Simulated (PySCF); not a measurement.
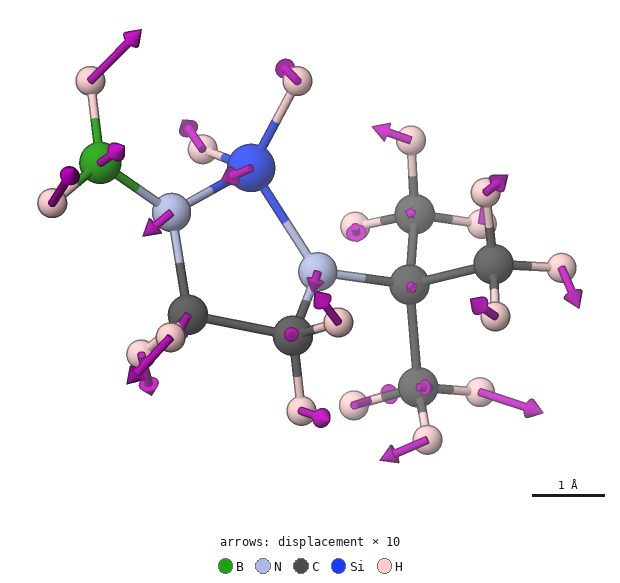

A relaxation of C₆H₁₇BN₂Si. The starting structure is drawn; purple arrows show the displacements, magnified 10 times. The two geometries are superimposed by the best rigid fit.

The picture is a ball-and-stick view, seen at a tilt.

The start comes from GFN2-xTB.

Level of theory: PySCF 2.14.0, density-fitted response routines, PBE0-D3(BJ)/def2-SVP geometry optimisation, gas phase. 

Question: Which element moves most?

Answer: Hydrogen: up to 0.13 Å, against 0.07 Å for boron.

Question: What happened in the run?

Answer: An H atom moves most after the best rigid fit: 0.13 Å. By element the largest moves are H 0.13 Å, B 0.07 Å, Si 0.06 Å, C 0.05 Å, N 0.05 Å. Near-neighbour distances that change, for instance: B–H 1.171 → 1.213 Å, N–Si 1.715 → 1.743 Å, H–Si 1.469 → 1.497 Å, N–Si 1.746 → 1.769 Å. Among the angles between lasting bonds that change: H–Si–H 112.0° → 107.5°, B–N–C 122.9° → 125.5°, N–Si–H 111.3° → 113.7°. Over 7 geometry steps the energy falls by 15.6 kJ/mol. Largest force component: 1 eV/Å at the start, 0.021 eV/Å at the end. The run took about 7 core-minutes on a shared host.
